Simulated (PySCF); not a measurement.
**Run report: H, atomic calculation**

H, configuration 1s1, multiplicity 2. Computed at this level: unrestricted HF, x2c-QZVPPall plus 1 even-tempered diffuse shell per l, spin-free X2C-1e, Gaussian nucleus (PySCF).

## Output (extracts)
```
damping factor = 0
level_shift factor = 0
DIIS = <class 'pyscf.scf.diis.CDIIS'>
diis_start_cycle = 1
diis_space = 10
diis_damp = 0
SCF conv_tol = 1e-09
SCF conv_tol_grad = None
number electrons alpha = 1  beta = 0
cycle= 1 E= -0.499990374097616  delta_E= -7.32e-11  |g|= 2.04e-06  |ddm|= 1.47e-05
converged SCF energy = -0.499990374097616  <S^2> = 0.75  2S+1 = 2
```

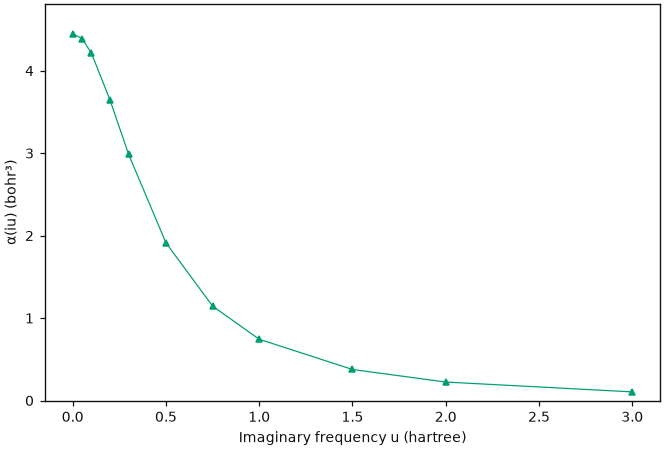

Dipole polarisability at imaginary frequency of H (1s). Coupled response at the HF level; PySCF, x2c-QZVPPall plus 1 diffuse shell for each l, spin-free X2C-1e, unrestricted single determinants, no spin-orbit coupling. The static dipole polarisability is 4.45 bohr³ (the recommended value is 4.51); α(iu) falls to half of it near u = 0.43 hartree. The Casimir–Polder integral gives C₆ = 6.46 hartree bohr⁶ for two such species.

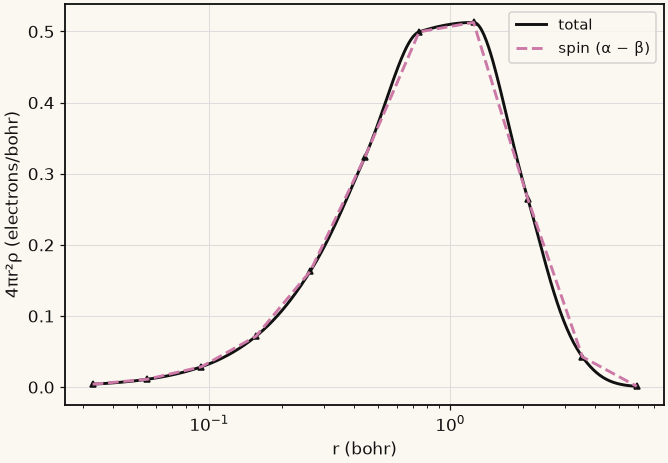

Spherically averaged radial density 4πr²ρ of the mean field and its spin part; markers are the stored points, which are sparse, and the line is a monotone interpolation between them. The largest stored value is 0.513 electrons/bohr at r = 1.2 bohr. Root-mean-square radii of the shells: 1s 1.73 bohr.

## Input file
```python
from pyscf import gto, scf, dft, mp, cc
import basis_set_exchange as bse
mol = gto.M(atom="H 0 0 0", charge=0, spin=1, symmetry="D2h",
            basis=gto.basis.parse(bse.get_basis("x2c-QZVPPall", elements=["H"], fmt="nwchem", augment_diffuse=1)),
            nucmod="G")
mf = scf.UHF(mol).sfx2c1e()
mf.irrep_nelec = {'Ag': (1, 0)}
mf.kernel()
```

The script is an equivalent of what the driver set up; the driver started from orbitals of its own, so the log can be shorter than this script's would be, and it computed the properties (radii, ⟨L²⟩, response) afterwards. It held the occupations shell by shell, which the script's counts by irreducible representation don't always enforce.

## Key numbers

```
             quantity                      value
              outcome                  converged
         total energy          −0.499990 hartree
                 ⟨S²⟩                      0.750
static polarisability                 4.45 bohr³
  C₆ of the like pair         6.46 hartree bohr⁶
       SCF iterations                          1
             hardware  1 CPU thread, shared host
```
